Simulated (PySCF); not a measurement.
SMILES C#CC[SiH2]C(OC)=O (C₅H₈O₂Si), GFN2-xTB optimised geometry. Atoms within 1.6 Å of the plane z = 0.8 Å (x, y, z in Å): C1 (2.09, -3.01, 0.08), C2 (1.65, -1.90, 0.04), C3 (1.12, -0.56, 0.00), Si4 (-0.79, -0.56, 0.00), C5 (-1.37, 1.27, 0.00), O6 (-2.48, 1.64, -0.28), O7 (-0.40, 2.10, 0.38), C8 (-0.72, 3.49, 0.46), H9 (2.48, -3.99, 0.11), H10 (1.49, -0.01, 0.86), H12 (-1.32, -1.19, 1.22), H14 (0.14, 3.99, 0.88), H15 (-1.60, 3.63, 1.09), H16 (-0.94, 3.87, -0.54).

Calculation: PBE/def2-TZVP run with PySCF. Cells within 0.4 Å of a nucleus heavier than hydrogen are left out (blank, or x).

Map of the electron localisation function on the plane z = 0.8 Å:

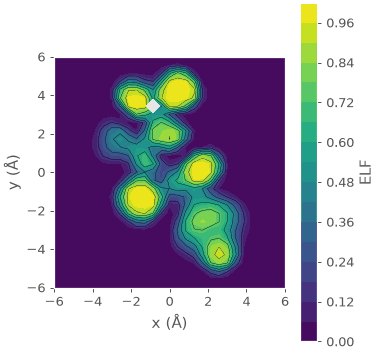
Figure: Electron localisation function on the plane z = 0.8 Å.
